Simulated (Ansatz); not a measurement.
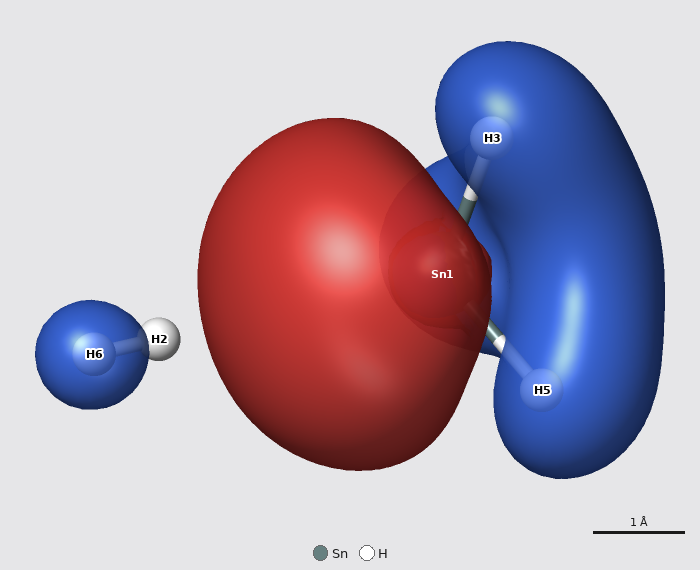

Figure 1: H3Sn···H2 (doublet). The LUMO (β) at ±0.06 Å⁻³ᐟ² (blue and red are the two phases), seen at a tilt.

Core potentials replace the inner electrons of Sn.

Theory: UKS PBE-D4/def2-SVP in Ansatz.

The calculation's input:

```
crystal:
  periodic: [false, false, false]
  atoms:
    - { symbol: Sn, position_ang: [0.000402, 0.0, -0.070595] }
    - { symbol: H, position_ang: [0.000215, 0.0, 1.672169] }
    - { symbol: H, position_ang: [1.631411, 0.0, -0.643763] }
    - { symbol: H, position_ang: [-0.815083, 1.412592, -0.644116] }
    - { symbol: H, position_ang: [-0.815083, -1.412592, -0.644116] }
    - { symbol: H, position_ang: [-6.1e-05, 0.0, 3.53222] }
magnetization:
  spin_polarized: true
  initial_magnetization: 1
basis:
  gaussian: { orbitals: def2-SVP }
hamiltonian:
  xc: pbe
  dispersion: d4
relax:
  f_tol: 0.03
  max_steps: 50
output:
  orbitals: {}
```

Launched as:

```sh
ansatz run input.yaml --threads 1 --pin off --max-ram 2048MiB --backend cpu --events-out ev --progress --plain --runs-dir out
```

The fields are those of the run's last geometry, not of the input's.

Q: Describe this orbital and give its energy.

A: By Hirshfeld shares it lies mainly on Sn1 (about 75 %), H3 (about 5 %), H4 (about 5 %) and H5 (about 5 %). Its energy is −4.02 eV.
